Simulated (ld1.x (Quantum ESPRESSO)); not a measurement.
**A TM potential for B, from input to tests**

Aim: build the potential from the settings below, then test how well it stands in for the atom: other configurations, scattering, ghost states and the plane-wave cutoff that it needs.

Program: ld1.x (Quantum ESPRESSO) 7.5. Reference atom: PBE, scalar-relativistic, spherical and spin-unpolarised. All values are calculated.

2 further runs of the same task are left out: 2 set aside as unsound or not needed.

## Step 1: The atom and the settings

The settings as typed:

```
element                 : boron (B, Z = 5)
type                    : norm-conserving Troullier–Martins (Kleinman–Bylander form)
frozen core             : [He]
valence charge          : 3
reference configuration : 2s1.5 2p1.5
partial waves           : 2s (bound): rc 1.45 bohr; 3d channel at 0.35 Ry: rc 2.05 bohr; 2p (bound): rc 2.60 bohr
local potential         : the p channel
core correction         : not asked for
```

The nodes and maxima of the atom's own shells, from an earlier all-electron run, set the scale for the radii.

All-electron outer shells of the reference configuration (PBE, scalar-relativistic, ld1.x):

| shell | level (eV) | outermost node (bohr) | outermost maximum (bohr) |
| --- | --- | --- | --- |
| 1s | -181.19 | – | 0.21 |
| 2s | -9.69 | 0.46 | 1.52 |
| 2p | -3.84 | – | 1.57 |

## Step 2: The generation run

The input, B.in:

```
 &input
   title='B', zed=5., rel=1, dft='PBE', iswitch=3,
   config='[He] 2s1.5 2p1.5 3d-2',
   nld=3, rlderiv=2.85, eminld=-3.0, emaxld=5.0, deld=0.02
 /
 &inputp
   pseudotype=2, tm=.true., lloc=1,
   nlcc=.false.,
   file_pseudopw='B.UPF', file_wfcaegen='ae.wfc', file_wfcncgen='nc.wfc', file_beta='beta', file_chi='chi'
 /
3
2S  1  0   1.50   0.00  1.45  1.45  0.0
3D  3  2  -2.00   0.35  2.05  2.05  0.0
2P  2  1   1.50   0.00  2.60  2.60  0.0
 &test
   configts(1)='2s1.5 2p1.5'
 /
```

Run with:

```
$ ld1.x < B.in > B.out
```

The output, B.out (without the banner and most projector matrices):

```text
     Program LD1 v.7.5
     --------------------------- All-electron run ----------------------------

     B
     scalar relativistic calculation

     atomic number is  5.00
     dft =PBE   lsd =0 sic =0 latt =0  beta=0.20 tr2=1.0E-14
     Exchange-correlation= PBE
                           (   1   4   3   4   0   0   0)
     mesh =1059 r(mesh) = 101.04461 a.u. xmin = -7.00 dx = 0.01250
     1 Ry =  13.60569312 eV, c = 137.03599908

     n l     nl                  e(Ry)          e(Ha)          e(eV)
     1 0     1S 1( 2.00)       -13.3169        -6.6584      -181.1851
     2 0     2S 1( 1.50)        -0.7125        -0.3563        -9.6943
     2 1     2P 1( 1.50)        -0.2824        -0.1412        -3.8428

     final scf error:  9.0E-15 reached in  28 iterations

     Etot =     -48.991911 Ry,     -24.495955 Ha,    -666.568904 eV

     Ekin =      48.824168 Ry,      24.412084 Ha,     664.286652 eV
     Encl =    -113.237744 Ry,     -56.618872 Ha,   -1540.677997 eV
     Eh   =      22.969060 Ry,      11.484530 Ha,     312.509986 eV
     Exc  =      -7.547395 Ry,      -3.773698 Ha,    -102.687545 eV

     normalization and overlap integrals

     s(1S/1S) =  1.000000  <r> =   0.3292  <r2> =    0.1473  r(max) =   0.2103
     s(2S/2S) =  1.000000  <r> =   1.9443  <r2> =    4.5598  r(max) =   1.5152
     s(2P/2P) =  1.000000  <r> =   2.2730  <r2> =    6.7005  r(max) =   1.5731

     ------------------------ End of All-electron run ------------------------

     --------------------- Generating NC pseudopotential ---------------------

      Generating local pot.: lloc=1, matching radius rcloc =   2.6000

      Wfc   2S  rcut= 1.441  Using Troullier-Martins method

      Wfc   3D  rcut= 2.045  Using Troullier-Martins method

     ------------------- End of pseudopotential generation -------------------

     [... the all-electron block is printed once more ...]


     Computing logarithmic derivative in   2.84861
     Computing logarithmic derivative in   2.84861
     Computing the partial wave expansion
     R is outside the sphere for l=    0 j= 0.00
       no projector for channel:   1
     R is outside the sphere for l=    2 j= 0.00

     ---------------------- Testing the pseudopotential ----------------------

     B
     scalar relativistic calculation

     atomic number is  5.00   valence charge is  3.00
     dft =PBE   lsd =0 sic =0 latt =0  beta=0.20 tr2=1.0E-14
     mesh =1059 r(mesh) = 101.04461 xmin = -7.00 dx = 0.01250

     n l     nl             e AE (Ry)        e PS (Ry)    De AE-PS (Ry)
     1 0     2S   1( 1.50)       -0.71252       -0.71252        0.00000
     2 1     2P   1( 1.50)       -0.28244       -0.28244        0.00000

     eps = 5.9E-15  iter = 17

     Etot =     -48.991911 Ry,     -24.495955 Ha,    -666.568904 eV
     Etotps =    -4.942362 Ry,      -2.471181 Ha,     -67.244266 eV

     Ekin =       2.816332 Ry,       1.408166 Ha,      38.318152 eV
     Encl =     -10.949003 Ry,      -5.474501 Ha,    -148.968770 eV
     Ehrt =       3.905007 Ry,       1.952504 Ha,      53.130329 eV
     Ecxc =      -1.574628 Ry,      -0.787314 Ha,     -21.423900 eV
     Epseu=       0.859928 Ry,       0.429964 Ha,      11.699923 eV

     ---------------------- End of pseudopotential test ----------------------
```

Run time: 1.7 s. Hardware: 1 thread, shared host. (Generation and the later configuration tests together.)

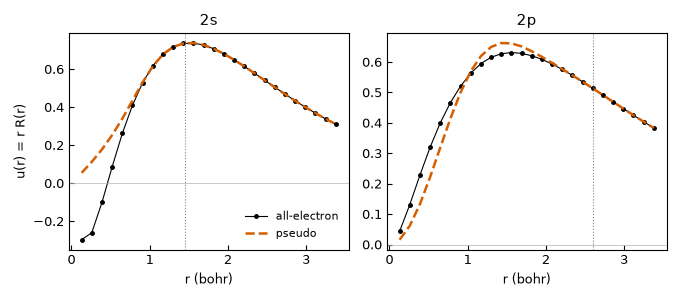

All-electron and pseudo partial waves (2s, 2p), with the matching radii dotted. The curves join 26 sampled radii.

## Step 3: Transferability test

The input, B.test.in:

```
 &input
   title='B', zed=5., rel=1, dft='PBE', iswitch=2,
   config='[He] 2s1.5 2p1.5 3d-2'
 /
 &test
   file_pseudo='B.UPF', nconf=8,
   configts(1)='2s1.5 2p1.5',
   configts(2)='2s2 2p1',
   configts(3)='2s2 2p0',
   configts(4)='2s1 2p0',
   configts(5)='2s1 2p1',
   configts(6)='2s2 2p1.3',
   configts(7)='2s1 2p2',
   configts(8)='2s0 2p3'
 /
```

Run with:

```
$ ld1.x < B.test.in > B.test.out
```

B.test.out, the pseudopotential blocks:

```text
     ---------------------- Testing the pseudopotential ----------------------

     B
     scalar relativistic calculation

     atomic number is  5.00   valence charge is  3.00
     dft =PBE   lsd =0 sic =0 latt =0  beta=0.20 tr2=1.0E-14
     mesh =1059 r(mesh) = 101.04461 xmin = -7.00 dx = 0.01250

     n l     nl             e AE (Ry)        e PS (Ry)    De AE-PS (Ry)
     1 0     2S   1( 1.50)       -0.71252       -0.71252        0.00000
     2 1     2P   1( 1.50)       -0.28244       -0.28244        0.00000

     eps = 5.9E-15  iter = 17

     Etot =     -48.991911 Ry,     -24.495956 Ha,    -666.568907 eV
     Etotps =    -4.942362 Ry,      -2.471181 Ha,     -67.244266 eV

     Ekin =       2.816332 Ry,       1.408166 Ha,      38.318152 eV
     Encl =     -10.949003 Ry,      -5.474501 Ha,    -148.968770 eV
     Ehrt =       3.905007 Ry,       1.952504 Ha,      53.130329 eV
     Ecxc =      -1.574628 Ry,      -0.787314 Ha,     -21.423900 eV
     Epseu=       0.859928 Ry,       0.429964 Ha,      11.699923 eV

     ---------------------- End of pseudopotential test ----------------------

     ---------------------- Testing the pseudopotential ----------------------

     B
     [...]
     n l     nl             e AE (Ry)        e PS (Ry)    De AE-PS (Ry)
     1 0     2S   1( 2.00)       -0.69405       -0.69269       -0.00136
     2 1     2P   1( 1.00)       -0.26511       -0.26407       -0.00104

     eps = 4.6E-15  iter = 13

     Etot =     -49.206684 Ry,     -24.603342 Ha,    -669.491037 eV
     Etotps =    -5.157053 Ry,      -2.578526 Ha,     -70.165276 eV
     dEtot_ae =      -0.214773 Ry
     dEtot_ps =      -0.214690 Ry,   Delta E=      -0.000082 Ry

     [...]
     ---------------------- End of pseudopotential test ----------------------

     ---------------------- Testing the pseudopotential ----------------------

     B
     [...]
     n l     nl             e AE (Ry)        e PS (Ry)    De AE-PS (Ry)
     1 0     2S   1( 2.00)       -1.43403       -1.42556       -0.00847  !
     2 1     2P   1( 0.00)       -0.98227       -0.96740       -0.01487  !

     eps = 7.7E-15  iter = 19

     Etot =     -48.602552 Ry,     -24.301276 Ha,    -661.271412 eV
     Etotps =    -4.558366 Ry,      -2.279183 Ha,     -62.019735 eV
     dEtot_ae =       0.389359 Ry
     dEtot_ps =       0.383996 Ry,   Delta E=       0.005363 Ry

     [...]
     ---------------------- End of pseudopotential test ----------------------

     ---------------------- Testing the pseudopotential ----------------------

     B
     [...]
     n l     nl             e AE (Ry)        e PS (Ry)    De AE-PS (Ry)
     1 0     2S   1( 1.00)       -2.31339       -2.29426       -0.01913  !
     2 1     2P   1( 0.00)       -1.87356       -1.82497       -0.04858  !

     eps = 8.0E-15  iter =  9

     Etot =     -46.734041 Ry,     -23.367020 Ha,    -635.849014 eV
     Etotps =    -2.702672 Ry,      -1.351336 Ha,     -36.771730 eV
     dEtot_ae =       2.257870 Ry
     dEtot_ps =       2.239690 Ry,   Delta E=       0.018180 Ry

     [...]
     ---------------------- End of pseudopotential test ----------------------

     ---------------------- Testing the pseudopotential ----------------------

     B
     [...]
     n l     nl             e AE (Ry)        e PS (Ry)    De AE-PS (Ry)
     1 0     2S   1( 1.00)       -1.43999       -1.44371        0.00372
     2 1     2P   1( 1.00)       -0.98910       -0.98685       -0.00225

     eps = 1.1E-15  iter = 19

     Etot =     -48.151191 Ry,     -24.075596 Ha,    -655.130331 eV
     Etotps =    -4.100762 Ry,      -2.050381 Ha,     -55.793705 eV
     dEtot_ae =       0.840720 Ry
     dEtot_ps =       0.841601 Ry,   Delta E=      -0.000881 Ry

     [...]
     ---------------------- End of pseudopotential test ----------------------

     ---------------------- Testing the pseudopotential ----------------------

     B
     [...]
     n l     nl             e AE (Ry)        e PS (Ry)    De AE-PS (Ry)
     1 0     2S   1( 2.00)       -0.51890       -0.51751       -0.00139
     2 1     2P   1( 1.30)       -0.10161       -0.10098       -0.00063

     eps = 3.1E-15  iter = 23

     Etot =     -49.260950 Ry,     -24.630475 Ha,    -670.229364 eV
     Etotps =    -5.211083 Ry,      -2.605541 Ha,     -70.900394 eV
     dEtot_ae =      -0.269039 Ry
     dEtot_ps =      -0.268720 Ry,   Delta E=      -0.000318 Ry

     [...]
     ---------------------- End of pseudopotential test ----------------------

     ---------------------- Testing the pseudopotential ----------------------

     B
     [...]
     n l     nl             e AE (Ry)        e PS (Ry)    De AE-PS (Ry)
     1 0     2S   1( 1.00)       -0.72916       -0.73052        0.00136
     2 1     2P   1( 2.00)       -0.29827       -0.29918        0.00091

     eps = 6.5E-15  iter = 17

     Etot =     -48.776654 Ry,     -24.388327 Ha,    -663.640181 eV
     Etotps =    -4.727005 Ry,      -2.363502 Ha,     -64.314173 eV
     dEtot_ae =       0.215257 Ry
     dEtot_ps =       0.215358 Ry,   Delta E=      -0.000100 Ry

     [...]
     ---------------------- End of pseudopotential test ----------------------

     ---------------------- Testing the pseudopotential ----------------------

     B
     [...]
     n l     nl             e AE (Ry)        e PS (Ry)    De AE-PS (Ry)
     1 0     2S   1( 0.00)       -0.75829       -0.76305        0.00476
     2 1     2P   1( 3.00)       -0.32646       -0.32900        0.00254

     eps = 9.0E-15  iter = 15

     Etot =     -48.345216 Ry,     -24.172608 Ha,    -657.770176 eV
     Etotps =    -4.294293 Ry,      -2.147146 Ha,     -58.426828 eV
     dEtot_ae =       0.646695 Ry
     dEtot_ps =       0.648070 Ry,   Delta E=      -0.001375 Ry

     [...]
     ---------------------- End of pseudopotential test ----------------------
```

Excitation and ionisation energies from 2s1.5 2p1.5, with the error of the potential.

| valence configuration | charge | ΔE all-electron (eV) | error AE − PS (meV) |
| --- | --- | --- | --- |
| 2s2 2p1 | 0 | -2.922 | -1.1 |
| 2s2 2p0 | +1 | 5.297 | +73 |
| 2s1 2p0 | +2 | 30.720 | +247 |
| 2s1 2p1 | +1 | 11.439 | -12 |
| 2s2 2p1.3 | -0.3 | -3.660 | -4.3 |
| 2s1 2p2 | 0 | 2.929 | -1.4 |
| 2s0 2p3 | 0 | 8.799 | -19 |

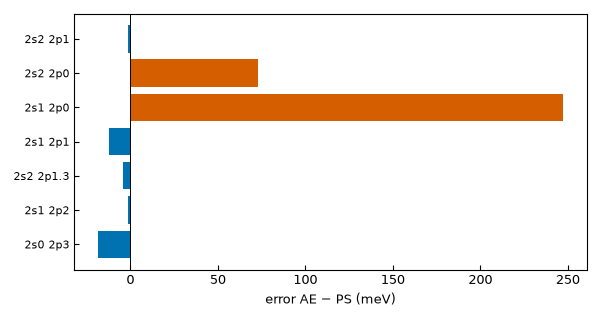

Error of the potential in each test configuration.

## Step 4: Does it scatter like the atom?

Taken from the files of the generation run. The phase is arctan(r·u′/u) with u = r·R, unwrapped, with energies in Ry. A pole is an energy at which the radial function vanishes at the test radius. The pseudo phase is shifted by a multiple of π to meet the all-electron one at the reference energy. Levels narrower than the energy grid can be missing from the poles. The last column is the largest difference on the grid between −1 and +1 Ry.

```tsv
channel	radius (bohr)	reference (Ry)	poles AE	poles PS	window around the reference with phases within 0.05 rad (Ry)	largest difference near zero (rad)
s	2.85	-0.71	-0.30, 4.45	-0.30, 4.14	below 1.1	0.025
p	2.85	-0.28	0.17, 4.10	0.18, 4.84	below 1.0	0.037
d	2.85	0.35	2.59	2.42	below 2.9	0.007
```

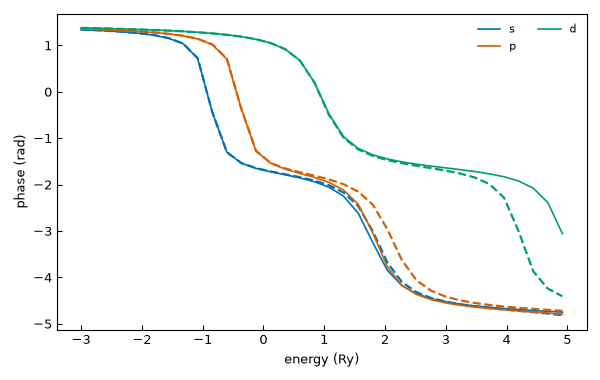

Phases by channel: all-electron solid, pseudo dashed.

## Step 5: Cutoff and ghost test in a Bessel basis

This step uses the generator's waves and projectors in a separate script. Basis: spherical Bessel functions vanishing at 20 bohr, q² up to the cutoff; potential fixed at the reference.

All-electron valence levels (Ry): 2s -0.7125, 2p -0.2824. The lowest levels of each channel (Ry) by cutoff; the last column sums, over occupied levels, occupation times the distance from the level at 400 Ry. A positive value at high cutoff is not a bound level.

| cutoff (Ry) | s #1 | d #1 | p #1 | f #1 | Σ f·Δε (mRy) |
| --- | --- | --- | --- | --- | --- |
| 8 | -0.6760 | 0.0648 | -0.2295 | 0.1124 | 134.3 |
| 12 | -0.6935 | 0.0648 | -0.2705 | 0.1124 | 46.4 |
| 18 | -0.7076 | 0.0648 | -0.2820 | 0.1124 | 8.0 |
| 25 | -0.7110 | 0.0648 | -0.2823 | 0.1124 | 2.4 |
| 30 | -0.7114 | 0.0648 | -0.2824 | 0.1124 | 1.8 |
| 40 | -0.7116 | 0.0648 | -0.2824 | 0.1124 | 1.4 |
| 50 | -0.7121 | 0.0648 | -0.2824 | 0.1124 | 0.6 |
| 60 | -0.7124 | 0.0648 | -0.2824 | 0.1124 | 0.2 |
| 400 | -0.7125 | 0.0648 | -0.2824 | 0.1124 | 0.0 |

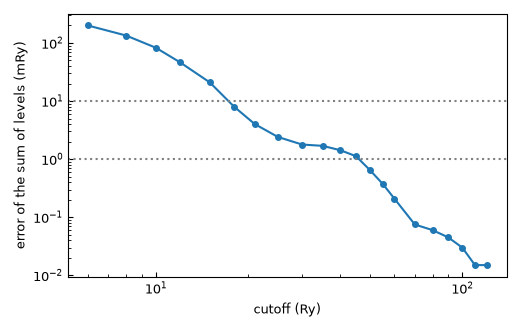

Occupation-weighted error of the valence levels against the cutoff; the dotted lines mark 10 and 1 mRy.

The sum stays within 10 mRy from 18 Ry and within 1 mRy from 50 Ry. The sum leaves out empty levels, which can need more. Ghost test: no level below the all-electron spectrum of its channel (s, d, p, f tested).

## Step 6: Summary of results

```
                                                quantity                  value
               cutoffs for 10 and 1 mRy, occupied levels        18 Ry and 50 Ry
                                            bound ghosts             none found
                            largest test error (AE − PS)  +247 meV, for 2s1 2p0
largest phase difference near zero energy, channels read              0.037 rad
```

**Reading.** The worst unpolarised test, 2s1 2p0, is off by 247 meV on 30.7 eV; by total energies transferability rates as poor. By its cutoff, 18 Ry for the looser tolerance, it is soft on the atom at that tolerance. The tighter tolerance needs 50 Ry, and converged work needs a cutoff nearer that. The slowest occupied level is 2s: taken alone it needs 40 Ry to come within 1 mRy, against 18 Ry for 2p. It is free of bound ghosts as far as tested. Of the channels read, p scatters worst near zero energy, by up to 0.04 rad.
